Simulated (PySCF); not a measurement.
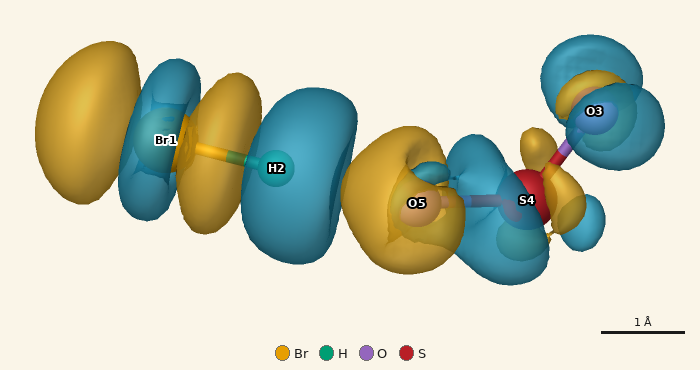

Figure. BrHO2S, SMILES `Br.O=S=O`. Density of the complex less the densities of the two fragments at the same geometry, ±0.004 e/Å³ (yellow: gain, teal: loss). Fragment A: HBr (atoms 1–2); fragment B: SO2.

Computed with PySCF, HF/6-311G**, geometry: GFN2-xTB. GFN2-xTB bond lengths at metals and heavier atoms can be off by up to 0.1 Å and shapes distorted, which carries into these values.

Coordinates in Å:

```
Br1     -2.0340    0.0614   -0.0309
H2      -0.6751   -0.1186    0.2980
O3       3.1292    0.8479    0.0518
S4       2.3940   -0.3548   -0.1737
O5       1.0658   -0.3922    0.3937
```

### Which way does charge flow?

Hirshfeld charges show 0.030 e passing from B to A. By Hirshfeld charges, electrons gather most on Br1 (−0.062 e) and leave H2 most (+0.032 e); 0.13 e is displaced in all, which induces a dipole of 1.30 D.

### What is the interaction energy, and which contacts carry it?

The counterpoise-corrected interaction energy of the frozen fragments is +1.1 kcal/mol without dispersion correction and −1.7 kcal/mol with D3(BJ). The pair geometry is semi-empirical, not a minimum at this level. Contacts: H2···O5, hydrogen bond, 1.76 Å, ρ = 0.032 a.u. The pose is a local one from a semi-empirical search, not shown to be the most stable.
